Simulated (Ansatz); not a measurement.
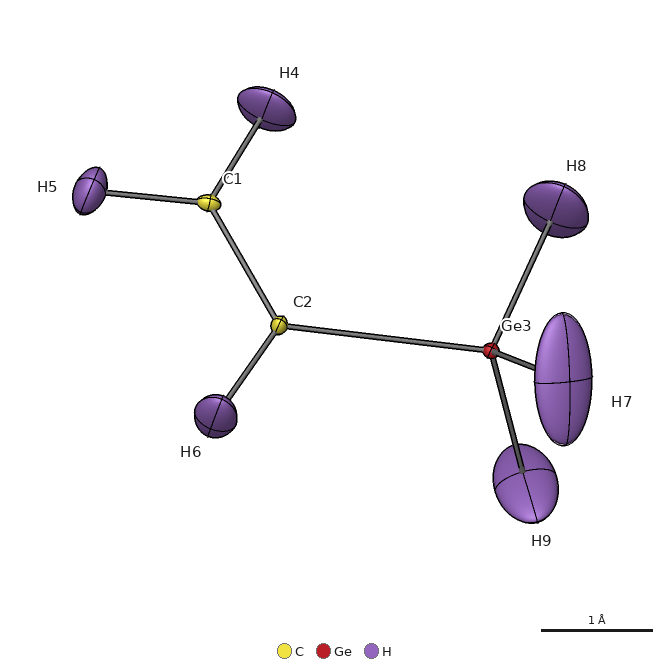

Displacement ellipsoids at the 50 % level, from the internal vibrations of the free molecule (harmonic, no overall translation or rotation; no half-axis is drawn under 0.075 Å). Vibrations computed with RKS PBE0-D4/def2-TZVP (Ansatz 0.2.0). Temperature: 400 K.

> Which atom has the largest mean-square displacement?

H7, H9, with U_eq = 0.0655 Å².

> Does H9 move more along its bond or across it?

Across it: the root-mean-square amplitude is 0.088 Å along the bond and up to 0.394 Å across, since bending and torsion are softer than stretching.

List U_eq and the three principal root-mean-square amplitudes for each kind of atom.

| atom | U_eq (Å²) | rms amplitudes (Å) |
| --- | --- | --- |
| C1 | 0.0034 | 0.023, 0.067, 0.072 |
| C2 | 0.0041 | 0.041, 0.055, 0.088 |
| Ge3 | 0.00012 | 0.005, 0.006, 0.017 |
| H4 | 0.0334 | 0.075, 0.182, 0.248 |
| H5 | 0.0204 | 0.094, 0.146, 0.177 |
| H6 | 0.0305 | 0.086, 0.128, 0.260 |
| H7, H9 | 0.0655 | 0.088, 0.184, 0.394 |
| H8 | 0.0557 | 0.088, 0.201, 0.345 |
